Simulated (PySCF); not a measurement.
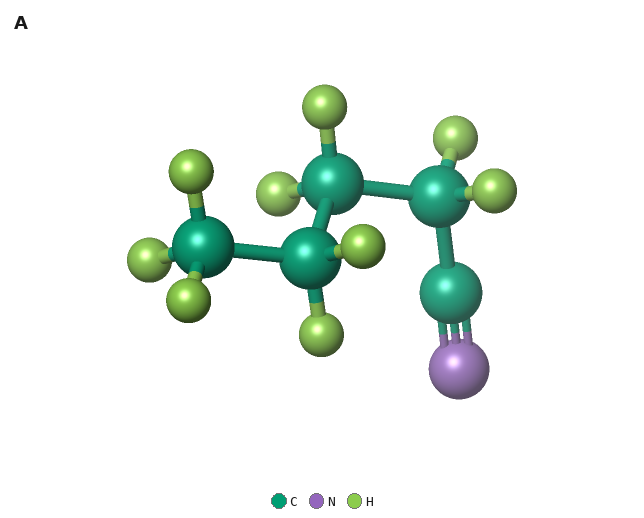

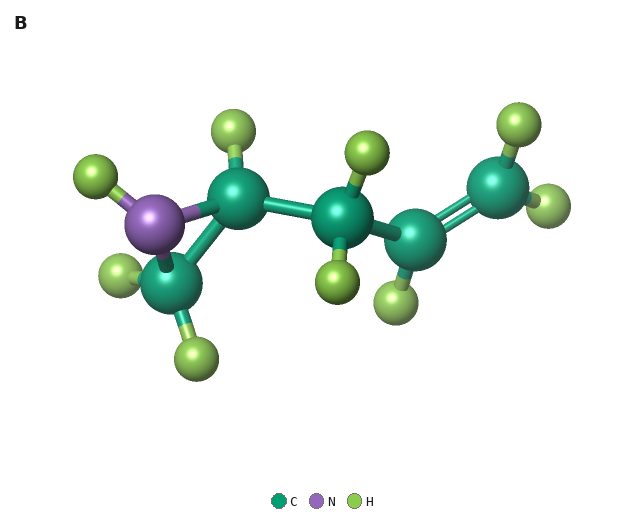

2 stationary structures of one formula. Geometries: GFN2-xTB. Electronic energies: PBE0/pcSseg-1 (PySCF 2.14.0), without zero-point energy. No frequency run is at hand to confirm each as a minimum. Each is one conformer, not always the lowest.

> Rank them by energy, lowest first.

A is lowest; B lies 35.7 kcal/mol above it. A is `CCCCC#N`, B is `C=CC[C@H]1CN1`.
